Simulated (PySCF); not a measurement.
**NMR shielding calculation, with input and output: C₅H₁₁BSSi**

System: C₅H₁₁BSSi.
Method: GIAO PBE0/pcSseg-1 NMR shielding, non-relativistic, gas phase (PySCF 2.14.0).

The geometry comes from this level: GFN2-xTB. It belongs to a series of runs on one base structure; here: H on Si replaced by ethynyl. Figures and captions count atoms from 1; the log counts them from 0 in places.

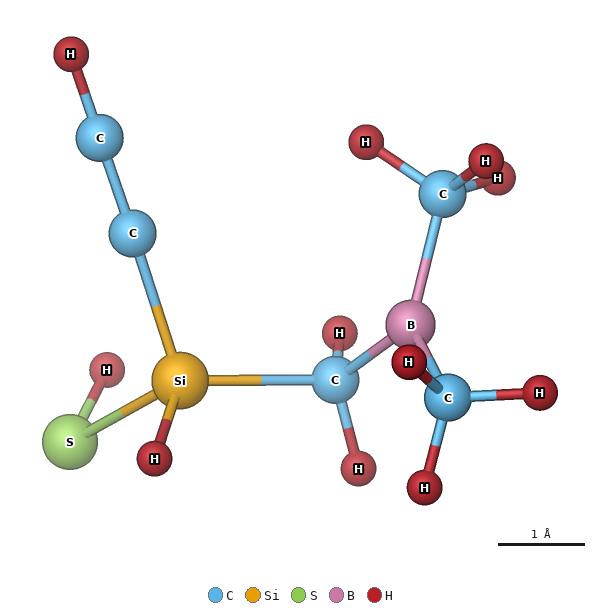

*The structure (ball-and-stick view, seen at a tilt).*

Bond lengths as drawn: B–C 1.57 to 1.58 Å, C–C 1.20 Å, C–H 1.05 to 1.09 Å, C–Si 1.85 to 1.91 Å, H–S 1.33 Å, H–Si 1.46 Å and S–Si 2.17 Å.

Input:
```
{"job": {"kind": "nmr", "xc": "PBE0", "basis": "pcSseg-1"}, "charge": 0, "multiplicity": 1}
C      2.352251     1.525565     1.180058
C      2.006051     0.836769     0.256718
Si     1.525268    -0.275455    -1.144955
S      3.140200    -1.706562    -1.399313
C     -0.097282    -1.190091    -0.741570
B     -1.204091    -0.126142    -0.436796
C     -1.510470     0.261728     1.061199
C     -1.948957     0.609242    -1.615112
H      2.647742     2.138145     1.983384
H      1.531692     0.455323    -2.407144
H      2.960848    -2.337731    -0.248103
H      0.091601    -1.862842     0.097108
H     -0.334173    -1.809696    -1.607979
H     -0.592331     0.526908     1.584655
H     -2.206778     1.089498     1.170228
H     -1.929472    -0.585459     1.603922
H     -1.695570     0.242094    -2.607145
H     -1.715682     1.674078    -1.590536
H     -3.030650     0.543878    -1.503881
```

The first line tells a small driver script what to run in PySCF; the rest is the geometry in Å.

Launch command:
```bash
OMP_NUM_THREADS=1 python <driver script> task.json out
```

What the program printed:
```
coarse grid: 16584 points
cycle   1  E = -908.9349062327  dE =  6.136e-01  |g| = 6.236e-01  |ddm| = 3.935e+00
cycle   2  E = -908.9267884593  dE =  8.118e-03  |g| = 6.507e-01  |ddm| = 1.269e+00
cycle   3  E = -909.0372768145  dE = -1.105e-01  |g| = 8.011e-02  |ddm| = 6.631e-01
cycle   4  E = -909.0381372243  dE = -8.604e-04  |g| = 5.771e-02  |ddm| = 1.021e-01
cycle   5  E = -909.0389377090  dE = -8.005e-04  |g| = 1.310e-02  |ddm| = 4.578e-02
cycle   6  E = -909.0389864663  dE = -4.876e-05  |g| = 2.172e-03  |ddm| = 1.634e-02
cycle   7  E = -909.0389873352  dE = -8.689e-07  |g| = 7.202e-04  |ddm| = 2.728e-03
final grid: 150016 points
cycle   8  E = -909.0858636895  dE = -3.708e-05  |g| = 8.540e-03  |ddm| = 3.213e-02
cycle   9  E = -909.0858581999  dE =  5.490e-06  |g| = 9.573e-03  |ddm| = 1.736e-02
cycle  10  E = -909.0858824658  dE = -2.427e-05  |g| = 6.491e-04  |ddm| = 9.921e-03
cycle  11  E = -909.0858825444  dE = -7.868e-08  |g| = 3.828e-04  |ddm| = 9.029e-04
cycle  12  E = -909.0858825780  dE = -3.358e-08  |g| = 1.288e-04  |ddm| = 3.166e-04
cycle  13  E = -909.0858825823  dE = -4.263e-09  |g| = 2.064e-05  |ddm| = 1.153e-04
cycle  14  E = -909.0858825824  dE = -8.890e-11  |g| = 6.066e-06  |ddm| = 2.367e-05
```

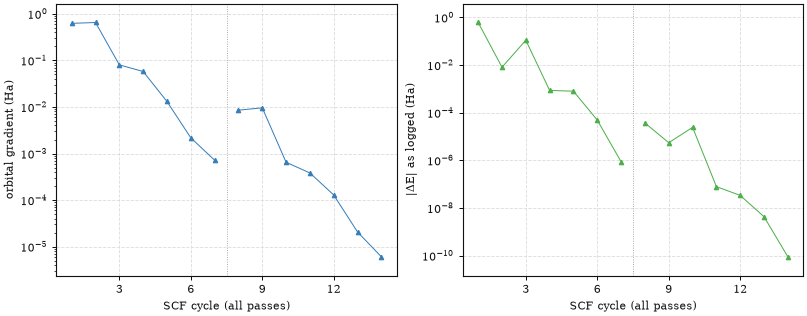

*Convergence of the self-consistent field: orbital gradient and size of the energy change against the SCF cycle. The dotted line marks the change from a coarse to the final integration grid.*

The first 7 cycles use a coarse grid, the final grid takes over at cycle 8, and the field converges after 14 cycles in all.

```
converged SCF energy = -909.0858825824

GIAO shielding tensors (ppm)
atom      isotropic    diamagn.    paramagn.     s11        s22        s33       span
  0 C       79.556     261.684    -182.128      1.034      6.697    230.936    229.902
  1 C       96.716     262.065    -165.349     -5.200      4.920    290.428    295.628
  2 Si     381.243     879.647    -498.404    332.191    392.764    418.772     86.581
  3 S      693.110    1055.610    -362.500    623.797    646.621    808.913    185.116
  4 C      151.083     260.429    -109.346    114.474    164.319    174.456     59.982
  5 B       15.008     189.999    -174.990    -41.488    -35.777    122.290    163.778
  6 C      170.778     254.381     -83.603    149.688    176.808    185.839     36.151
  7 C      170.386     252.787     -82.401    150.964    173.200    186.993     36.029
  8 H       29.460      33.734      -4.274     24.430     25.027     38.921     14.490
  9 H       26.775      28.140      -1.365     23.608     25.028     31.689      8.081
 10 H       31.261      30.587       0.674     23.879     28.524     41.380     17.501
 11 H       30.152      34.957      -4.805     27.193     29.982     33.281      6.088
 12 H       29.992      32.210      -2.217     26.626     28.848     34.504      7.877
 13 H       30.409      34.551      -4.141     26.129     29.507     35.591      9.462
 14 H       30.770      32.334      -1.564     27.183     29.406     35.722      8.539
 15 H       31.028      31.667      -0.639     26.719     29.410     36.956     10.238
 16 H       30.803      31.328      -0.525     26.749     30.733     34.928      8.179
 17 H       30.962      31.317      -0.355     28.446     28.812     35.627      7.181
 18 H       30.641      29.504       1.138     26.598     28.931     36.395      9.797
```

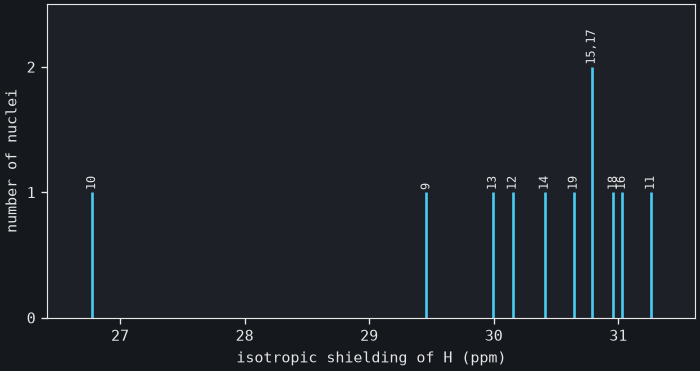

*Isotropic shieldings of the hydrogen nuclei in this fixed geometry, labelled by atom number; shielding grows to the right, so chemical shift grows to the left.*

The least shielded is H10 (26.8 ppm), the most shielded H11 (31.3 ppm).

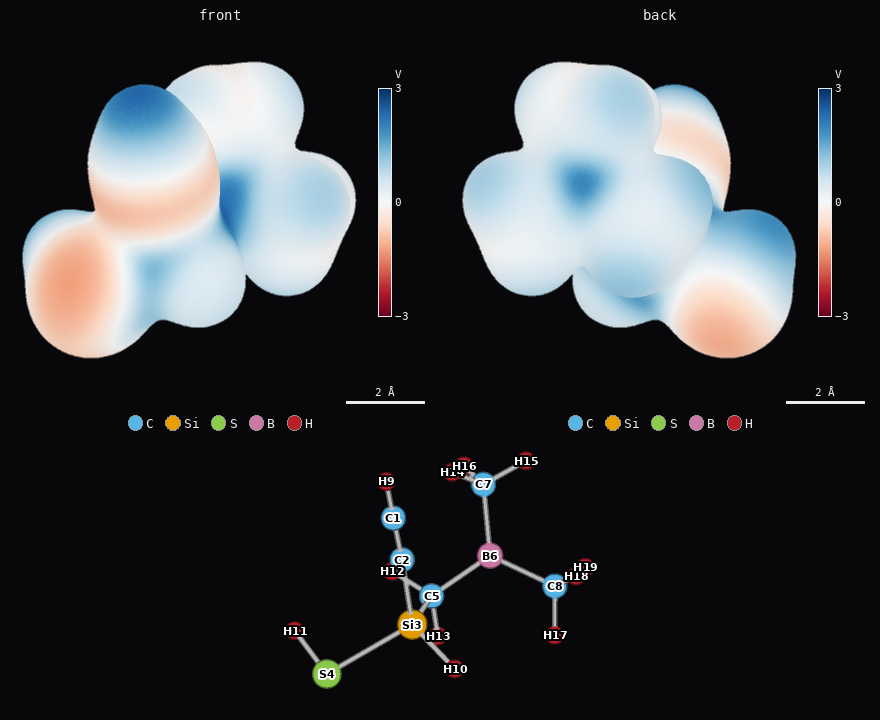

*The molecular electrostatic potential painted on the density surface at 0.004 e/bohr³, seen at a tilt and from behind; the colour scale runs from red (negative) to blue (positive). The bare structure is drawn below in the same view.*

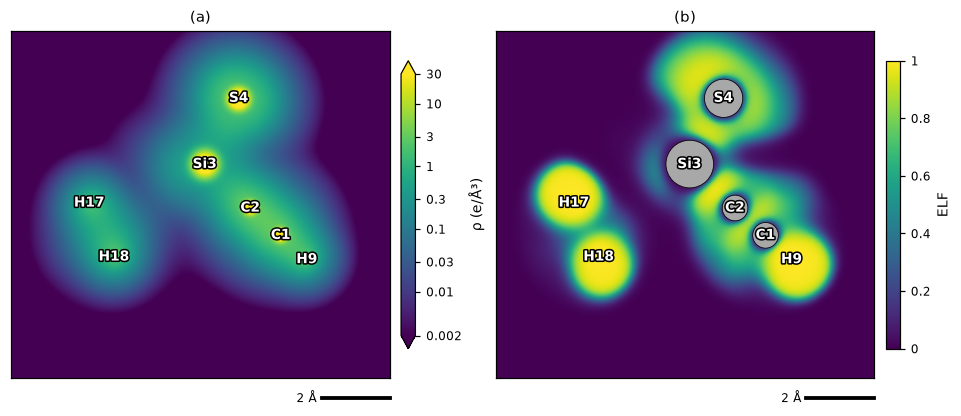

*(a) total electron density; (b) ELF on the plane of atoms C2, Si3 and S4. Grey discs, where drawn, cover atomic cores.*

The section cuts through C, Si, S and H sites. C–Si (1.85 Å): ρ at the midpoint is about 0.92 e/Å³; the ELF peaks at about 0.95 between the atoms, which marks localised, shared-pair bonding. Si–S (2.17 Å): ρ is about 0.8 e/Å³ halfway; the ELF peaks at about 0.95 between the atoms (a covalent bond). C–H (1.05 Å): ρ is about 2.1 e/Å³ halfway; the ELF climbs to about 1 towards the hydrogen, as it does in any bond to H; a covalent bond by its length.

Summary:

```json
{"quantity": "outcome", "value": "converged"}
{"quantity": "total energy", "value": "−909.085883 hartree"}
{"quantity": "HOMO", "value": "−7.26 eV"}
{"quantity": "LUMO", "value": "−1.00 eV"}
{"quantity": "dipole moment", "value": "2.08 D"}
{"quantity": "isotropic shielding, C", "value": "79.6 to 170.8 ppm"}
{"quantity": "isotropic shielding, Si", "value": "381.2 ppm"}
{"quantity": "isotropic shielding, S", "value": "693.1 ppm"}
{"quantity": "isotropic shielding, B", "value": "15.0 ppm"}
{"quantity": "isotropic shielding, H", "value": "26.8 to 31.3 ppm"}
{"quantity": "hardware", "value": "1 CPU thread, shared host"}
{"quantity": "wall time", "value": "41 s"}
{"quantity": "peak memory", "value": "0.91 GiB"}
```
